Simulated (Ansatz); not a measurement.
Zn3InGaO6: pressure series

The reference is Zn3InGaO6 (space group R3m, No. 160; a = 3.2896 Å, c = 41.3722 Å (hexagonal axes); a cell from a computed database, its experimental status unchecked).

Cell and atoms are relaxed at each pressure.

Computed with PBEsol (Ansatz, an electronic-structure program; PAW; 420 eV plane waves; spin-orbit coupling left out).

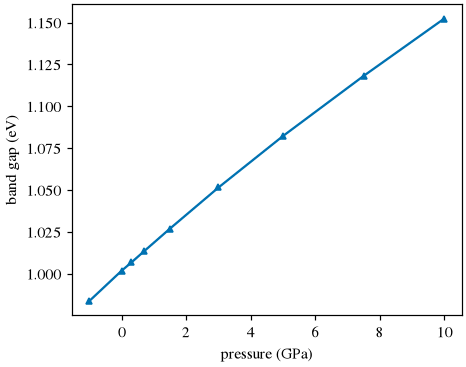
*Band gap against pressure*

Task: From the plot, what is the band gap for pressure 7.5 GPa?

Result: About 1.12 eV.

Task: Is the trend monotonic over the range shown?

Result: Yes, it rises throughout, spanning 0.98 eV to 1.15 eV.

Load acts through the strain it causes; cell and atoms are relaxed under it. No phonon test of stability was made. No other phases were tried under pressure.
